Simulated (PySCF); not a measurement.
# UMP2/STO-6G run of [BPH4]− (SMILES [BH2-]P)

What is the vertical ionisation energy of [BPH4]− at UMP2/STO-6G? 

The results are computed with PySCF 2.14.0.

4 further runs of the same task are left out: 4 set aside as unsound or not needed.

## Step 1: Starting point

[BPH4]−: 6 atoms, total charge -1, spin state doublet. SMILES: `[BH2-]P`. The shape is that of a GFN2-xTB optimisation.

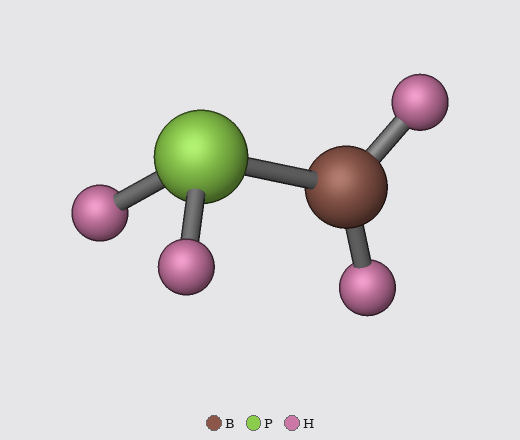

The structure, seen from a chosen angle (boron brown, phosphorus green, hydrogen pink).

## Step 2: A single-point energy at UMP2/STO-6G

input.py reads:

```python
from pyscf import gto, mp

molecule = gto.M(
    atom=[
    ('B', (0.058330, -0.904490, -0.063420)),
    ('P', (0.594500, 0.859390, -0.069700)),
    ('H', (-1.074820, -1.226640, 0.137320)),
    ('H', (0.887520, -1.733390, -0.266300)),
    ('H', (-0.421990, 1.553630, -0.816460)),
    ('H', (-0.043540, 1.451500, 1.078550)),
],
    charge=-1,
    verbose=3,
    spin=1,
    basis='sto-6g',
    max_memory=1860,
)

mf = molecule.UHF()
mf.conv_tol = 1e-10
mf.kernel()
if not mf.converged:
    mf = mf.newton().run(mf.mo_coeff, mf.mo_occ)

pt = mp.MP2(mf, frozen=6).run()
etot = pt.e_tot
print('E(%s) = %.9f' % ('MP2', etot))
```

Launch:

```
OMP_NUM_THREADS=1 python input.py
```

Standard output:

```text
converged SCF energy = -366.283217573569  <S^2> = 0.76711741  2S+1 = 2.0170448
E(UMP2) = -366.348616064679  E_corr = -0.0653984911094024
E(SCS-UMP2) = -366.358402639395  E_corr = -0.0751850658257676
E(MP2) = -366.348616065
```

Wall time 1.1 s (1 thread of AMD EPYC 7R43 (Zen 3), shared host); peak memory 0.12 GiB.

## Step 3: Singlet neutral BPH4, same level

calc.py reads:

```python
from pyscf import gto, mp

system = gto.M(
    atom='''
B      0.058330    -0.904490    -0.063420
P      0.594500     0.859390    -0.069700
H     -1.074820    -1.226640     0.137320
H      0.887520    -1.733390    -0.266300
H     -0.421990     1.553630    -0.816460
H     -0.043540     1.451500     1.078550
''',
    spin=0,
    verbose=3,
    basis='sto-6g',
    charge=0,
    max_memory=1860,
)

mf = system.RHF()
mf.conv_tol = 1e-10
mf.kernel()
if not mf.converged:
    mf = mf.newton().run(mf.mo_coeff, mf.mo_occ)

pt = mp.MP2(mf, frozen=6).run()
e_final = pt.e_tot
print('Final energy', e_final)
```

Launch:

```
OMP_NUM_THREADS=1 python calc.py
```

Standard output:

```text
converged SCF energy = -366.440768850382
E(RMP2) = -366.512307097396  E_corr = -0.0715382470140153
E(SCS-RMP2) = -366.523232738514  E_corr = -0.0824638881315036
Final energy -366.5123070973962
```

It took 1.1 s on 1 thread of AMD EPYC 7R43 (Zen 3), shared host; peak memory 0.12 GiB.

## Step 4: Outcome

Level: UMP2/STO-6G, 6 core orbitals frozen.

```
                                                                   quantity          value
                                              doublet [BPH4]−: total energy  -366.34862 Eh
doublet [BPH4]−: HOMO energy (Hartree–Fock orbitals) (highest over α and β)        3.02 eV
 doublet [BPH4]−: LUMO energy (Hartree–Fock orbitals) (lowest over α and β)       17.01 eV
               doublet [BPH4]−: correlation energy (6 core orbitals frozen)      -65.4 mEh
                         doublet [BPH4]−: ⟨S²⟩ of the reference determinant          0.767
                                         singlet neutral BPH4: total energy  -366.51231 Eh
                 singlet neutral BPH4: dipole moment (Hartree–Fock density)         0.75 D
                  singlet neutral BPH4: HOMO energy (Hartree–Fock orbitals)       -7.01 eV
                  singlet neutral BPH4: LUMO energy (Hartree–Fock orbitals)        5.57 eV
                singlet neutral BPH4: HOMO–LUMO gap (Hartree–Fock orbitals)       12.58 eV
          singlet neutral BPH4: correlation energy (6 core orbitals frozen)      -71.5 mEh
                        vertical detachment energy (to the singlet neutral)      -4.454 eV
```

In words: The species is unbound against losing an electron at this level, by 4.45 eV (−430 kJ/mol); missing correlation or diffuse functions can give that sign where the real anion is bound. Only the singlet of the ionised species was computed; a triplet could lie lower. In a minimal basis such a difference can be off by several eV, whatever the method. Mulliken charges (doublet [BPH4]−) of the mean-field density run from -0.30 on B1 to +0.18 on P2; they depend strongly on the basis. The HOMO (doublet [BPH4]−) lies at positive energy, 3.02 eV: the electron is unbound at this level or held by a compact basis; values depend on the basis. Mulliken charges (singlet neutral BPH4) of the mean-field density run from -0.11 on H5 to +0.27 on P2.
